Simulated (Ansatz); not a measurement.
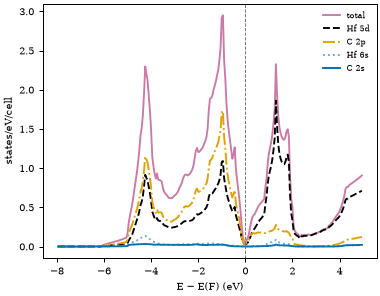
Figure: Total and projected density of states of HfC in space group P-6m2 (No. 187; Hf on 1a, C on 1d), plane-wave PAW r²SCAN (Ansatz code)

Q: Which orbitals carry the states next to the Fermi level?

A: Within 0.5 eV of the Fermi level: C 2p 52 %, Hf 5d 44 %. Projections are on Löwdin-orthogonalised atomic valence shells; empty p or d shells of many metals are not among them.

Q: Where is the tallest occupied peak in this window, and what makes it?

A: Near -0.9 eV, about 3.0 states/eV per cell; the largest projected share is C 2p.

The start of the workflow was typed in or built on a structure type; neither database checked (COD, Materials Project) lists it. It is not the phase usual at ambient conditions (space group No. 225). The r²SCAN relaxation kept the symmetry of its start; whether a distortion lowers the energy is not shown. The run is not spin-polarised. Scalar-relativistic: spin–orbit coupling is off unless named, which matters more the heavier the elements.

Potentials: the earlier of the program's two PAW sets.
